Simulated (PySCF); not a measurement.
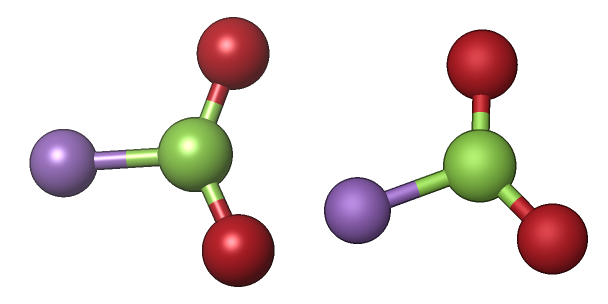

Both panels show the same species. Colours: oxygen red, nitrogen green, fluorine purple.

The computed structure is the end point of a PBE0-D3(BJ)/def2-TZVP optimisation. No frequency run is at hand to confirm it as a minimum.

Question: Which formula does it have?

Answer: NO2F, 4 atoms: 1 nitrogen, 2 oxygen and 1 fluorine.

Question: What is the point group of this geometry?

Answer: C2v.

The parts below concern this one geometry. Atoms keep their numbers from picture to picture.

Shape

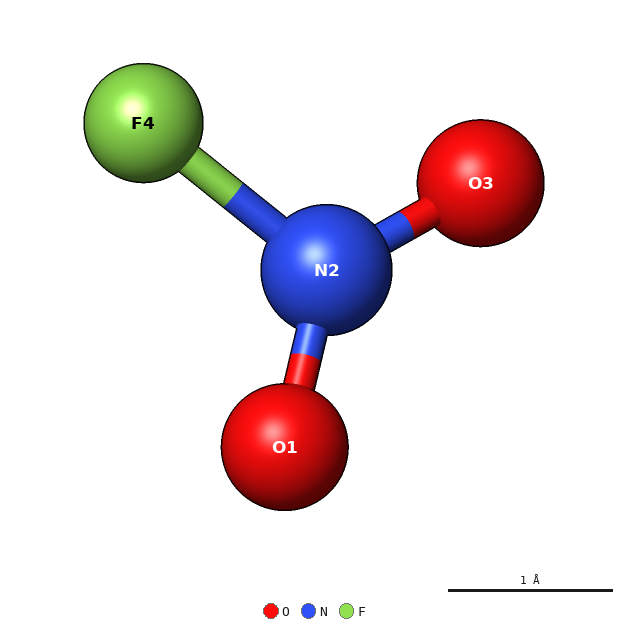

Atoms carry their numbers in the input. No frequency run is at hand to confirm it as a minimum.

Question: Describe the coordination of atom 2.

Answer: N2 has 3 neighbours (O1 at 1.17, O3 at 1.17, F4 at 1.44 Å); the arrangement is trigonal planar.

Polarisability

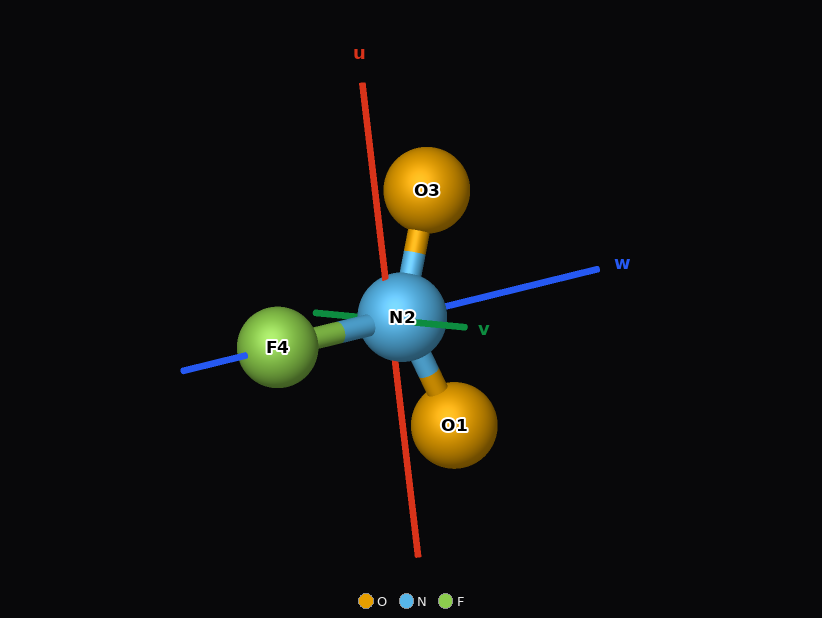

The lines u, v and w are the principal axes of the static dipole polarisability. No frequency run is at hand to confirm it as a minimum. Level of theory: ωB97X-D/aug-cc-pVTZ (PySCF 2.14.0).

Question: Along which axis is the molecule most polarisable, and along which least?

Answer: Most along u (in the molecular plane, at 60° to the long direction O1···F4), least along v (normal to the molecular plane).

Question: Give the three principal values.

Answer: u 28.0, v 13.9, w 24.6 bohr³; mean 22.2, anisotropy 12.7 bohr³.

Charges

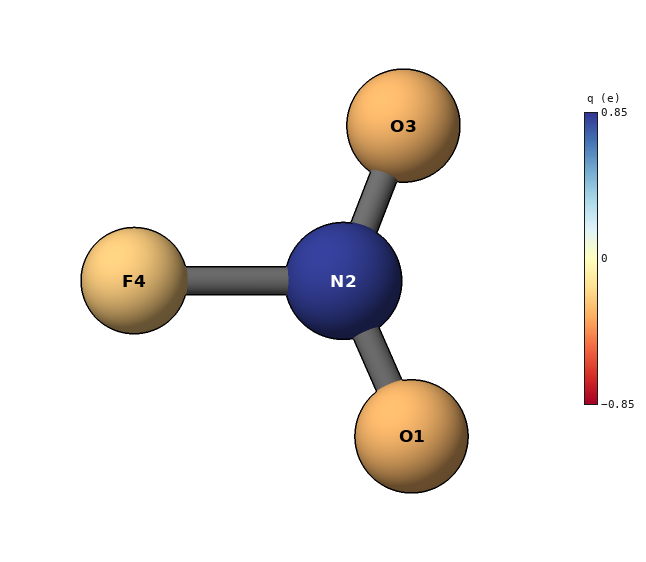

Atoms are coloured by their ESP-fitted charges. No frequency run is at hand to confirm it as a minimum. Properties computed with PBE0/pcSseg-2, gas phase (PySCF 2.14.0).

Give the ESP-fitted charges atom by atom.

```tsv
atom	value (e)
O1	−0.30
N2	0.82
O3	−0.29
F4	−0.23
```

Excitation

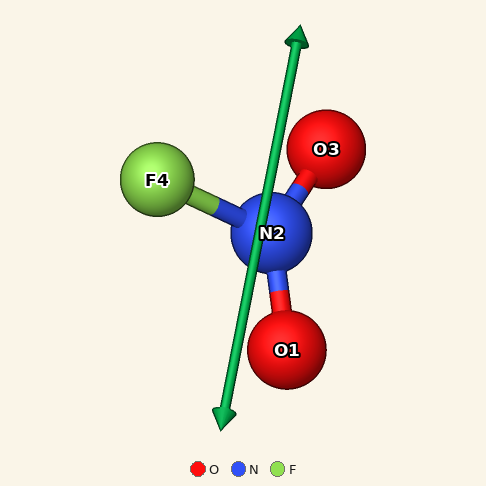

The double arrow shows the direction of the transition dipole to excited singlet state 6 (its length means nothing). No frequency run is at hand to confirm it as a minimum. Method: TDDFT ωB97X-D/aug-cc-pVTZ, vertical, gas phase, core orbitals frozen in the response (PySCF 2.14.0).

Question: How is the transition polarised?

Answer: In the molecular plane, at 60° to the long direction O1···F4.

Question: Give its energy, strength and character.

Answer: 8.62 eV (144 nm), oscillator strength 0.22, mainly HOMO−1 → LUMO (weight 0.53); transition dipole 2.58 D.
